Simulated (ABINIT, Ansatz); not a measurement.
**AgCl (Fm-3m): Raman and infrared activity**

Wanted: vibrational spectra of AgCl (Fm-3m) from linear and non-linear response.

Main program and level: ABINIT 10.8.3; DFT LDA, scalar-relativistic, plane waves, PseudoDojo norm-conserving pseudopotentials.

## (1) The structure

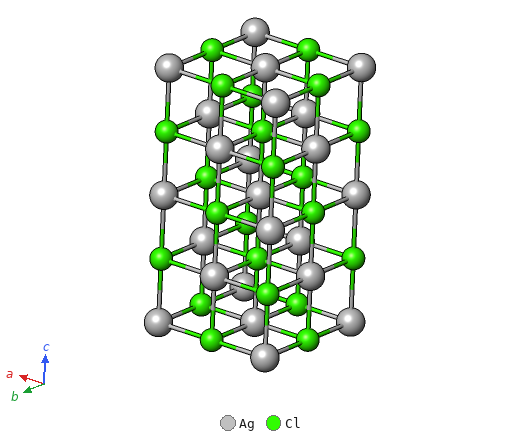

The starting structure, seen from a free direction (silver light grey, chlorine green). 1×1×2 cells are drawn. This picture shows the conventional cell, with its axes. Some periodic images of atoms are drawn too.

## (2) A first look

A first run with smearing and empty bands tells whether the crystal has a gap, which decides between fixed occupations and smearing later on.

probe.abi reads:

```
# ground state
tolvrs 1.0d-08
prtden 1
prtwf 1

# basis, mesh and filling
ecut 39.0
ngkpt 6 6 6
nshiftk 1
shiftk 0.0 0.0 0.0
istwfk *1
occopt 7
tsmear 0.005
nband 20
nstep 100
diemac 9.0
prtebands 0
prtgsr 0

# cell and atoms
acell 7.409876187 7.409876187 7.409876187
rprim 
    0.0 0.7071067812 0.7071067812
    0.7071067812 0.0 0.7071067812
    0.7071067812 0.7071067812 0.0
ntypat 2
znucl 47 17
natom 2
typat 1 2
xred 
    0.0 0.0 0.0
    0.5 0.5 0.5
pp_dirpath "./pseudo"
pseudos "Ag.upf, Cl.upf"
```

Command:

```sh
$ OMP_NUM_THREADS=1 mpirun -n 4 abinit probe.abi > probe.log
```

Numbers of over 12 decimals in the logs are rounded to 6 here.

probe.abo, the main output file:

```text
[banners, grids, parts of the stress and lines that vanish by symmetry left out]
- input  file    -> probe.abi
- output file    -> probe.abo
- root for input  files -> probei
[...]
Symmetries : space group Fm -3 m (#225); Bravais cF (face-center cubic)
[...]
mpw =        3383          nfft =       91125          nkpt =          16
[...]
== DATASET  1 ==================================================================
[...]
cutoff_energies: {ecut:  39.0, pawecutdg:  -1.0, }
[...]
ETOT  1  -171.29347400554    -1.713E+02 1.232E-01 7.942E+01
 ETOT  2  -171.40744539547    -1.140E-01 7.972E-03 1.930E+01
 ETOT  3  -171.40974088477    -2.295E-03 1.613E-03 1.060E-01
 ETOT  4  -171.40975010124    -9.216E-06 1.458E-03 1.400E-02
 ETOT  5  -171.40975208769    -1.986E-06 2.443E-04 5.157E-03
 ETOT  6  -171.40975288216    -7.945E-07 1.892E-04 7.749E-05
 ETOT  7  -171.40975289770    -1.554E-08 2.910E-05 8.166E-07
 ETOT  8  -171.40975289784    -1.342E-10 5.190E-05 5.306E-09
 At SCF step    8       vres2   =  5.31E-09 < tolvrs=  1.00E-08 =>converged.
[...]
sigma(1 1)=  1.97938480E-04  sigma(3 2)=  0.00000000E+00
  sigma(2 2)=  1.97938480E-04  sigma(3 1)=  0.00000000E+00
  sigma(3 3)=  1.97938480E-04  sigma(2 1)=  0.00000000E+00
[...]
convergence: {deltae: -1.342E-10, res2:  5.306E-09, residm:  5.190E-05, diffor: null, }
etotal    :  -1.71409753E+02
[...]
sigma(1 1)=  1.97938480E-04  sigma(3 2)=  0.00000000E+00
  sigma(2 2)=  1.97938480E-04  sigma(3 1)=  0.00000000E+00
  sigma(3 3)=  1.97938480E-04  sigma(2 1)=  0.00000000E+00
[...]
- sigma(1 1)=  5.82355113E+00  sigma(3 2)=  0.00000000E+00
- sigma(2 2)=  5.82355113E+00  sigma(3 1)=  0.00000000E+00
- sigma(3 3)=  5.82355113E+00  sigma(2 1)=  0.00000000E+00
[...]
fcart     -0.0000000000E+00 -0.0000000000E+00 -0.0000000000E+00
           strten      1.9793847981E-04  1.9793847981E-04  1.9793847981E-04
================================================================================

[key lines of the parts left out:]
pressure_GPa:  -5.8236E+00
```

Wall time 13 s (4 MPI ranks of Intel Xeon Platinum 8124M at 3.00GHz (Skylake/Cascade Lake), shared host).

Numbers from this step:

| Item | Value |
| --- | --- |
| volume per atom | 21.32 Å³ |
| pressure | -5.824 GPa |
| gap on the k-mesh | 0.6142 eV |

A gap of 0.61 eV opens on this mesh, so the crystal is taken as an insulator; the printed pressure holds the stress of the finite basis too.

## (3) Relaxation

The harmonic expansion needs vanishing forces, and a free crystal bears no stress, so cell and atoms are brought to rest. Stress is more sensitive to the basis than forces are: the last 3 Ha under the cutoff are smoothed with ecutsm, and the cutoff is raised above that of the later runs.

relax.abi reads:

```
# relaxation
ionmov 2
optcell 2
dilatmx 1.08
ntime 40
tolmxf 1.0d-05
tolvrs 1.0d-14
prtwf 0
prtden 0
chksymtnons 0

# basis, mesh and filling
ecut 48.0
ecutsm 3.0
ngkpt 8 8 8
nshiftk 1
shiftk 0.0 0.0 0.0
istwfk *1
occopt 1
nband 13
nstep 100
diemac 9.0
prtebands 0
prtgsr 0

# cell and atoms
acell 7.409876187 7.409876187 7.409876187
rprim 
    0.0 0.7071067812 0.7071067812
    0.7071067812 0.0 0.7071067812
    0.7071067812 0.7071067812 0.0
ntypat 2
znucl 47 17
natom 2
typat 1 2
xred 
    0.0 0.0 0.0
    0.5 0.5 0.5
pp_dirpath "./pseudo"
pseudos "Ag.upf, Cl.upf"
```

Command:

```sh
$ OMP_NUM_THREADS=1 mpirun -n 4 abinit relax.abi > relax.log
```

relax.abo, the main output file:

```text
[banners, grids, parts of the stress and lines that vanish by symmetry left out]
- input  file    -> relax.abi
- output file    -> relax.abo
- root for input  files -> relaxi
[...]
Symmetries : space group Fm -3 m (#225); Bravais cF (face-center cubic)
[...]
mpw =        5793          nfft =      125000          nkpt =          29
[...]
== DATASET  1 ==================================================================
[...]
cutoff_energies: {ecut:  48.0, pawecutdg:  -1.0, }
[...]
ETOT  1  -169.55824816099    -1.696E+02 1.790E-01 8.413E+03
 ETOT  2  -169.67511233587    -1.169E-01 1.318E-01 2.013E+04
 ETOT  3  -171.20862068435    -1.534E+00 1.000E-01 2.268E+03
 ETOT  4  -171.33235905967    -1.237E-01 2.568E-01 9.985E+02
 ETOT  5  -171.38829414422    -5.594E-02 1.216E-02 2.736E+02
[...]
At SCF step   22       vres2   =  6.73E-15 < tolvrs=  1.00E-14 =>converged.
[...]
sigma(1 1)=  1.88828239E-04  sigma(3 2)=  0.00000000E+00
  sigma(2 2)=  1.88828239E-04  sigma(3 1)=  0.00000000E+00
  sigma(3 3)=  1.88828239E-04  sigma(2 1)=  0.00000000E+00
[...]
convergence: {deltae: -1.802E-11, res2:  6.731E-15, residm:  1.330E-17, diffor: null, }
etotal    :  -1.71409928E+02
[...]
ETOT  1  -171.38625986311    -1.714E+02 1.944E-03 2.963E+02
[...]
At SCF step   15       vres2   =  4.64E-17 < tolvrs=  1.00E-14 =>converged.
[...]
sigma(1 1)=  1.65379943E-04  sigma(3 2)=  0.00000000E+00
  sigma(2 2)=  1.65379943E-04  sigma(3 1)=  0.00000000E+00
  sigma(3 3)=  1.65379943E-04  sigma(2 1)=  0.00000000E+00
[...]
convergence: {deltae: -1.361E-11, res2:  4.643E-17, residm:  5.200E-16, diffor: null, }
etotal    :  -1.71410790E+02
[...]
ETOT  1  -170.82199547287    -1.708E+02 2.416E-02 8.672E+03
[...]
At SCF step   16       vres2   =  1.47E-15 < tolvrs=  1.00E-14 =>converged.
[...]
sigma(1 1)= -4.94937725E-05  sigma(3 2)=  0.00000000E+00
  sigma(2 2)= -4.94937725E-05  sigma(3 1)=  0.00000000E+00
  sigma(3 3)= -4.94937725E-05  sigma(2 1)=  0.00000000E+00
[...]
convergence: {deltae: -1.148E-11, res2:  1.469E-15, residm:  1.275E-15, diffor: null, }
etotal    :  -1.71412824E+02
[...]
ETOT  1  -171.35046917657    -1.714E+02 1.004E-04 7.165E+02
[...]
At SCF step   14       vres2   =  5.11E-15 < tolvrs=  1.00E-14 =>converged.
[...]
sigma(1 1)=  7.70624730E-06  sigma(3 2)=  0.00000000E+00
  sigma(2 2)=  7.70624730E-06  sigma(3 1)=  0.00000000E+00
  sigma(3 3)=  7.70624730E-06  sigma(2 1)=  0.00000000E+00
[...]
convergence: {deltae: -7.020E-12, res2:  5.113E-15, residm:  5.006E-16, diffor: null, }
etotal    :  -1.71412944E+02
[...]
ETOT  1  -171.41203622501    -1.714E+02 6.513E-01 1.114E+01
[...]
At SCF step   12       vres2   =  4.13E-15 < tolvrs=  1.00E-14 =>converged.
[...]
sigma(1 1)=  2.68712051E-07  sigma(3 2)=  0.00000000E+00
  sigma(2 2)=  2.68712051E-07  sigma(3 1)=  0.00000000E+00
  sigma(3 3)=  2.68712051E-07  sigma(2 1)=  0.00000000E+00
[...]
convergence: {deltae:  1.504E-11, res2:  4.131E-15, residm:  2.613E-15, diffor: null, }
etotal    :  -1.71412947E+02
[...]
ETOT  1  -171.41294615288    -1.714E+02 8.913E-10 1.474E-02
[...]
ETOT 10  -171.41294736626     4.292E-12 3.441E-16 1.069E-14
 ETOT 11  -171.41294736628    -1.975E-11 5.170E-17 1.670E-15
 At SCF step   11       vres2   =  1.67E-15 < tolvrs=  1.00E-14 =>converged.
[...]
sigma(1 1)= -1.58102350E-09  sigma(3 2)=  0.00000000E+00
  sigma(2 2)= -1.58102350E-09  sigma(3 1)=  0.00000000E+00
  sigma(3 3)= -1.58102350E-09  sigma(2 1)=  0.00000000E+00
[...]
convergence: {deltae: -1.975E-11, res2:  1.670E-15, residm:  5.170E-17, diffor: null, }
etotal    :  -1.71412947E+02
[...]
At Broyd/MD step   6, gradients are converged :
[...]
sigma(1 1)= -1.58102350E-09  sigma(3 2)=  0.00000000E+00
  sigma(2 2)= -1.58102350E-09  sigma(3 1)=  0.00000000E+00
  sigma(3 3)= -1.58102350E-09  sigma(2 1)=  0.00000000E+00
[...]
- sigma(1 1)= -4.65153172E-05  sigma(3 2)=  0.00000000E+00
- sigma(2 2)= -4.65153173E-05  sigma(3 1)=  0.00000000E+00
- sigma(3 3)= -4.65153172E-05  sigma(2 1)=  0.00000000E+00
[...]
fcart     -0.0000000000E+00 -0.0000000000E+00 -0.0000000000E+00
           strten     -1.5810234961E-09 -1.5810234996E-09 -1.5810234961E-09
================================================================================

[key lines of the parts left out:]
pressure_GPa:   4.6515E-05
Total energy (etotal) [Ha]= -1.71412947366278E+02
```

Run time: 3 min. Hardware: 4 MPI ranks; 12 min of CPU time.

The steps of the relaxation:

| step | energy less that of the first step (eV) | largest force (eV/Å) | volume (Å³) |
| --- | --- | --- | --- |
| 1 | 0.0000 | 0.0000 | 42.63 |
| 2 | -0.0235 | 0.0000 | 41.91 |
| 3 | -0.0788 | 0.0000 | 37.63 |
| 4 | -0.0821 | 0.0000 | 38.51 |
| 5 | -0.0822 | 0.0000 | 38.39 |
| 6 | -0.0822 | 0.0000 | 38.38 |

```csv
"conventional cell, symmetrised",before,after,change
a (Å),5.545,5.355,-3.4 %
b (Å),5.545,5.355,-3.4 %
c (Å),5.545,5.355,-3.4 %
volume (Å³/atom),21.32,19.19,-10.0 %
```

Final coordinates:

```xyz
2
Lattice="0.0000 2.6773 2.6773 2.6773 0.0000 2.6773 2.6773 2.6773 0.0000" Properties=species:S:1:pos:R:3 pbc="T T T"
Ag    0.0000    0.0000    0.0000
Cl    2.6773    2.6773    2.6773
```

Numbers from this step:

- volume per atom: 19.19 Å³
- pressure: 4.65e-5 GPa

The volume changes by -10.0 % in this run and stands -10.0 % from the first cell.

## (4) Self-consistent run for the response

First-order wavefunctions inherit every error of the ground state, hence the very tight tolvrs. The mesh is shifted off Γ, since shifted meshes converge sums over the zone faster.

gs.abi reads:

```
# ground state
tolvrs 1.0d-16
prtden 1
prtwf 1

# basis, mesh and filling
ecut 39.0
ngkpt 6 6 6
nshiftk 4
shiftk 
    0.5 0.5 0.5
    0.5 0.0 0.0
    0.0 0.5 0.0
    0.0 0.0 0.5
istwfk *1
occopt 1
nband 13
nstep 100
diemac 9.0
prtebands 0
prtgsr 0

# cell and atoms
acell 7.155077358 7.155077358 7.155077358
rprim 
    0.0 0.7071067812 0.7071067812
    0.7071067812 0.0 0.7071067812
    0.7071067812 0.7071067812 0.0
ntypat 2
znucl 47 17
natom 2
typat 1 2
xred 
    0.0 0.0 0.0
    0.5 0.5 0.5
pp_dirpath "./pseudo"
pseudos "Ag.upf, Cl.upf"
```

Command:

```sh
$ OMP_NUM_THREADS=1 mpirun -n 4 abinit gs.abi > gs.log
```

gs.abo, the main output file:

```text
[banners, grids, parts of the stress and lines that vanish by symmetry left out]
- input  file    -> gs.abi
- output file    -> gs.abo
- root for input  files -> gsi
[...]
Symmetries : space group Fm -3 m (#225); Bravais cF (face-center cubic)
[...]
mpw =        3030          nfft =       91125          nkpt =          28
[...]
== DATASET  1 ==================================================================
[...]
cutoff_energies: {ecut:  39.0, pawecutdg:  -1.0, }
[...]
ETOT  1  -169.57947354008    -1.696E+02 2.161E-01 6.129E+03
 ETOT  2  -169.83038108832    -2.509E-01 1.167E-01 1.431E+04
 ETOT  3  -171.22730818545    -1.397E+00 1.292E-01 1.733E+03
 ETOT  4  -171.33955170729    -1.122E-01 3.283E-03 7.229E+02
 ETOT  5  -171.39619375075    -5.664E-02 9.764E-04 1.588E+02
[...]
ETOT 20  -171.41280219924    -4.889E-12 4.129E-18 1.530E-16
 ETOT 21  -171.41280219924     2.245E-12 1.215E-18 7.909E-17
 At SCF step   21       vres2   =  7.91E-17 < tolvrs=  1.00E-16 =>converged.
[...]
sigma(1 1)=  1.03935034E-05  sigma(3 2)=  0.00000000E+00
  sigma(2 2)=  1.03935034E-05  sigma(3 1)=  0.00000000E+00
  sigma(3 3)=  1.03935034E-05  sigma(2 1)=  0.00000000E+00
[...]
convergence: {deltae:  2.245E-12, res2:  7.909E-17, residm:  1.215E-18, diffor: null, }
etotal    :  -1.71412802E+02
[...]
sigma(1 1)=  1.03935034E-05  sigma(3 2)=  0.00000000E+00
  sigma(2 2)=  1.03935034E-05  sigma(3 1)=  0.00000000E+00
  sigma(3 3)=  1.03935034E-05  sigma(2 1)=  0.00000000E+00
[...]
- sigma(1 1)=  3.05787426E-01  sigma(3 2)=  0.00000000E+00
- sigma(2 2)=  3.05787426E-01  sigma(3 1)=  0.00000000E+00
- sigma(3 3)=  3.05787426E-01  sigma(2 1)=  0.00000000E+00
[...]
fcart     -0.0000000000E+00 -0.0000000000E+00 -0.0000000000E+00
           strten      1.0393503371E-05  1.0393503371E-05  1.0393503371E-05
================================================================================

[key lines of the parts left out:]
pressure_GPa:  -3.0579E-01
```

It took 27 s on 4 MPI ranks; 1.8 min of CPU time.

Numbers from this step:

- pressure: -0.3058 GPa

The cell stands at -0.31 GPa: the relaxation ran with a smoothed and higher cutoff and on another k mesh.

## (5) Empty bands

Empty bands on the ground state's density check that the gap assumed so far is there in this cell.

gap.abi reads:

```
# empty bands on the ground state's density
iscf -2
getden_filepath "gso_DEN"
tolwfr 1.0d-12
nbdbuf 2
prtwf 0

# basis, mesh and filling
ecut 39.0
ngkpt 8 8 8
nshiftk 1
shiftk 0.0 0.0 0.0
istwfk *1
occopt 1
nband 17
nstep 100
diemac 9.0
prtebands 0
prtgsr 0

# cell and atoms
acell 7.155077358 7.155077358 7.155077358
rprim 
    0.0 0.7071067812 0.7071067812
    0.7071067812 0.0 0.7071067812
    0.7071067812 0.7071067812 0.0
ntypat 2
znucl 47 17
natom 2
typat 1 2
xred 
    0.0 0.0 0.0
    0.5 0.5 0.5
pp_dirpath "./pseudo"
pseudos "Ag.upf, Cl.upf"
```

Command:

```sh
$ OMP_NUM_THREADS=1 mpirun -n 4 abinit gap.abi > gap.log
```

gap.abo, the main output file:

```text
[banners, grids, parts of the stress and lines that vanish by symmetry left out]
- input  file    -> gap.abi
- output file    -> gap.abo
- root for input  files -> gapi
[...]
Symmetries : space group Fm -3 m (#225); Bravais cF (face-center cubic)
[...]
mpw =        3042          nfft =       91125          nkpt =          29
[...]
== DATASET  1 ==================================================================
[...]
cutoff_energies: {ecut:  39.0, pawecutdg:  -1.0, }
[...]
-outvars: echo values of variables after computation
            acell      7.1550773580E+00  7.1550773580E+00  7.1550773580E+00 Bohr
================================================================================
```

It took 14 s on 4 MPI ranks; 55 s of CPU time.

Read from the output:

```yaml
gap_on_the_k_mesh: 0.6270 eV
```

In this cell the gap on the mesh is 0.63 eV, indirect (smallest direct 3.3 eV), so fixed occupations hold.

(Part 1 of 3 ends here.)

[Host names and launcher messages were left out of these logs when they were recorded.]

[Logs are printed without paths, hosts, clocks, repeated set-up lines and the standing remarks that a program may print on its own settings, such as how far it seeks lower states.]

[Hosts, paths, dates, database ids (printed as entryN), source tags and the programs' standing remarks are cut or masked in the printed files.]
